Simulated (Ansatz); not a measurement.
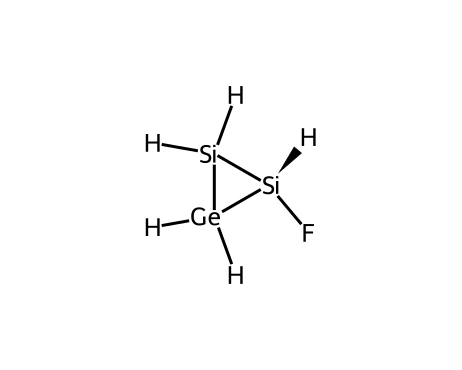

The drawing above gives the connectivity. Computed geometry: PBE0-D4/def2-TZVP optimisation. No frequency run is at hand to confirm it as a minimum.

What does the molecule look like in three dimensions?

The molecule is FGeH5Si2. Its SMILES string is `F[Si@H]1[SiH2][GeH2]1`. Among its groups: Si–H bond. The point group is C1.

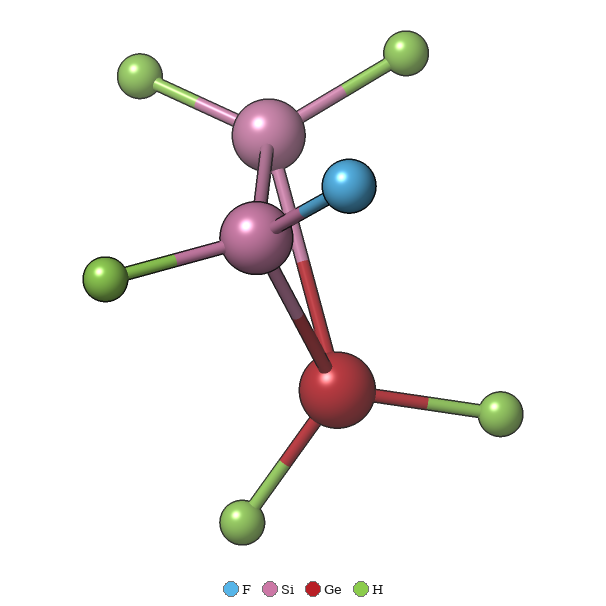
